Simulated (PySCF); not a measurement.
C$_{4}$H$_{4}$ClSi$_{2}$ (SMILES C#C[Si](Cl)C#C[SiH3]) (doublet)

The calculation's input:

```
{"job": {"kind": "epr", "basis": "pcH-1"}, "charge": 0, "multiplicity": 2}
C      3.543650    -0.221250     1.675060
C      2.806871    -0.037656     0.737331
Si     1.753396     0.457443    -0.669452
Cl     2.573179     0.034896    -2.480800
C     -0.017099     0.088476    -0.494399
C     -1.230361     0.025682    -0.400273
Si    -3.057212    -0.182233    -0.247665
H      4.175723    -0.429575     2.489162
H     -3.522918     0.672561     0.847473
H     -3.662231     0.223199    -1.519134
H     -3.357574    -1.588951     0.036734
```

Run with:

```sh
OMP_NUM_THREADS=1 python probes_run.py task.json out
```

Geometry: GFN2-xTB.

Level of theory: UKS B3LYP, pcH-1 on C Cl H Si, non-relativistic, mean-field spin-orbit, GIAO in PySCF 2.14.0, density-fitted response routines.

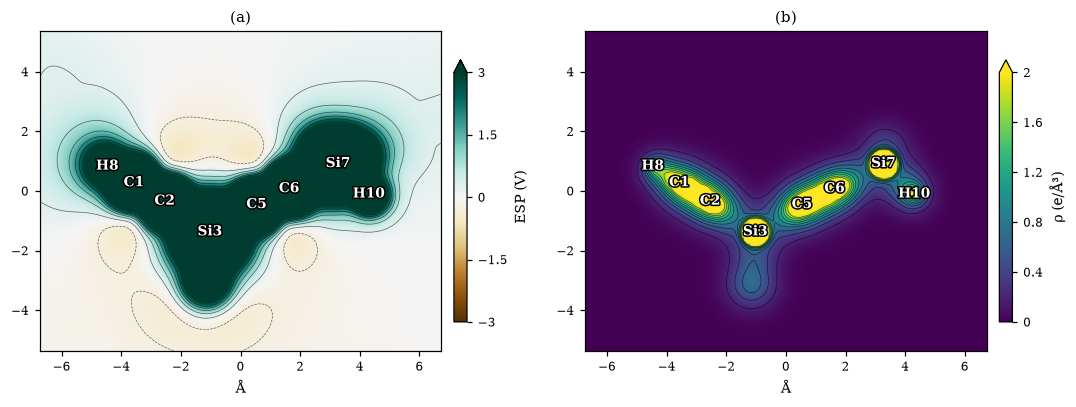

Figure 1. (a) electrostatic potential; (b) electron density on the plane of atoms C6, Si7 and H10.

### What does the map show?

- Atoms in the plane: C, Si and H.
- C–C (1.21 Å): ρ at the midpoint is about 2.7 e/Å³.
- C–Si (1.82 Å): the density is about 0.99 e/Å³ at the midpoint.
- C–H (1.05 Å): ρ is about 2.1 e/Å³ halfway.
- Si–H (1.47 Å): the density is about 0.81 e/Å³ at the midpoint.
- Outside the dense part of the molecule the potential is most negative (−0.6 V) near C2.

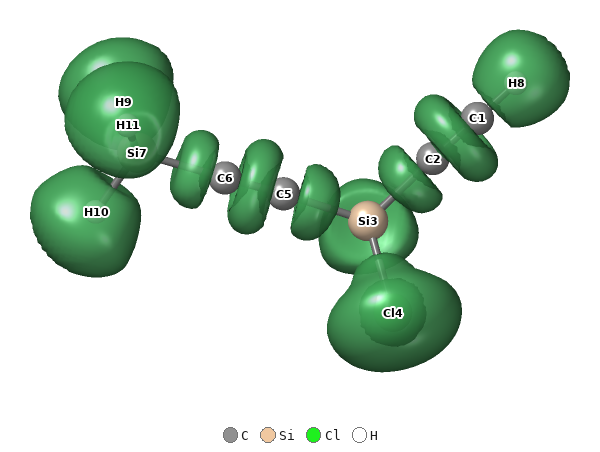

Figure 2. Isosurface of the electron localisation function at 0.75 (green), seen across its widest extent. Core shells and regions of very low density are left out.

### Describe the localisation domains.

The ELF exceeds this value in two regions between bonded C–C atoms (shared pairs), three regions between bonded C–Si atoms (shared pairs), four regions around hydrogen nuclei, one region on Cl in which the atom's valence shell and bonds are merged and one lobe on Si, pointing away from the bonds (non-bonding electrons).


C–C (1.21 Å): the ELF peaks at about 0.85 between the atoms (a multiple bond). C–Si (1.82 Å): the ELF peaks at about 0.95 between the atoms, as expected for a covalent bond.

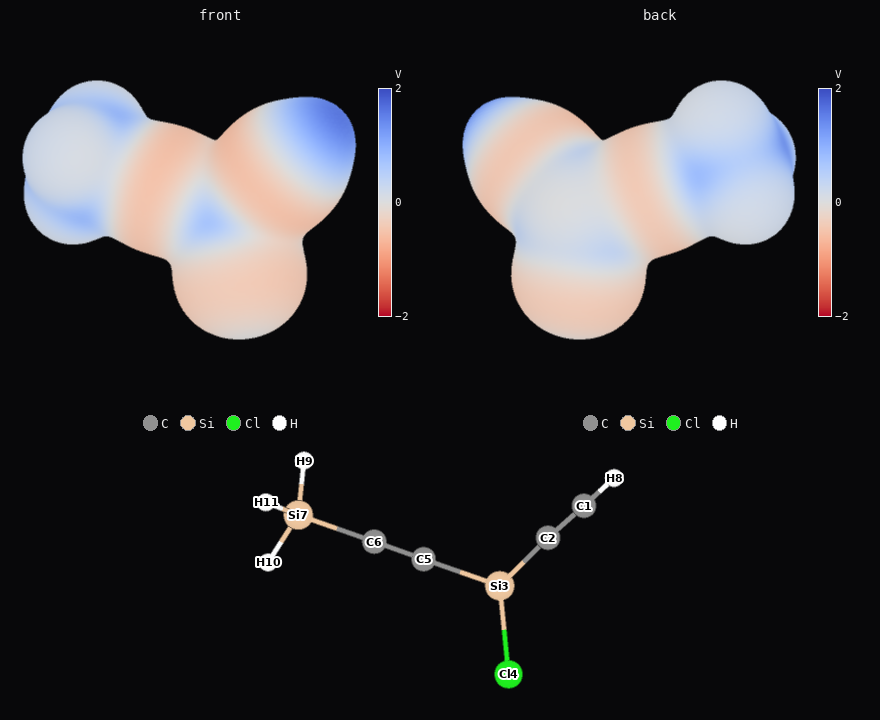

Figure 3. The molecular electrostatic potential painted on the density surface at 0.001 e/bohr³, seen from the front and from behind; the colour scale runs from red (negative) to blue (positive). The bare structure is drawn below in the same view.

### Describe the electrostatic potential map.

The most negative region (about −0.5 V) lies over C1, C2, C5 and C6, the most positive (about +1.5 V) over H8.
